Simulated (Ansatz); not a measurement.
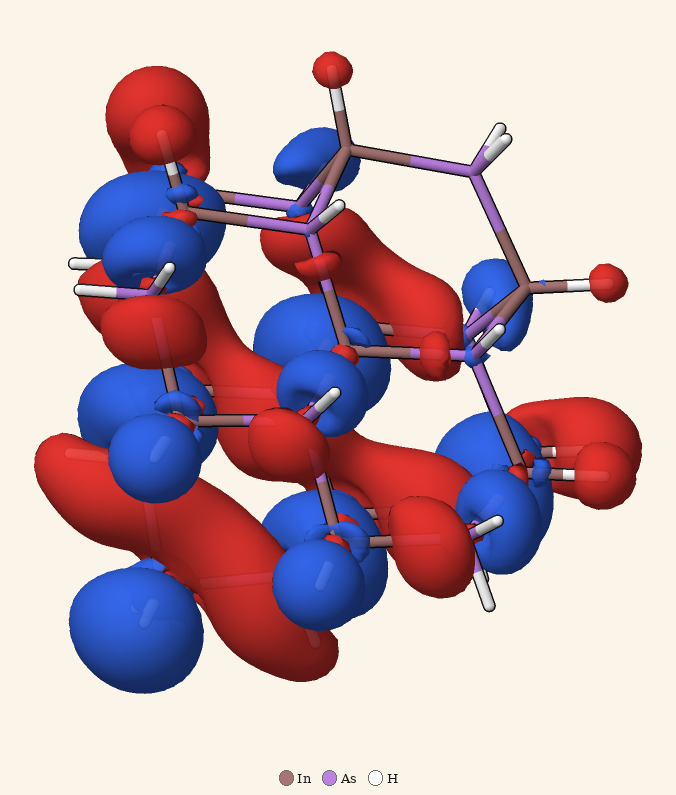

*As$_{13}$H$_{30}$In$_{13}$ (In13As13 zinc blende bond sphere). The HOMO at ±0.03 Å⁻³ᐟ² (red and blue are the two phases), seen at a tilt.*

Geometry: r2SCAN-D4/def2-SVP; core potentials replace the inner electrons of In.

Method: RKS PBE0-D4/def2-SVP in Ansatz 0.2.0.

As$_{13}$H$_{30}$In$_{13}$ (In13As13 zinc blende bond sphere), 56 atoms.

### Where does this orbital lie, and at what energy?

No atom holds more than about 10 % of it (Hirshfeld); by element the shares are As 55 %, In 30 % and H 15 %. It is one of a degenerate set, so its orientation is arbitrary. Its energy is −6.62 eV.
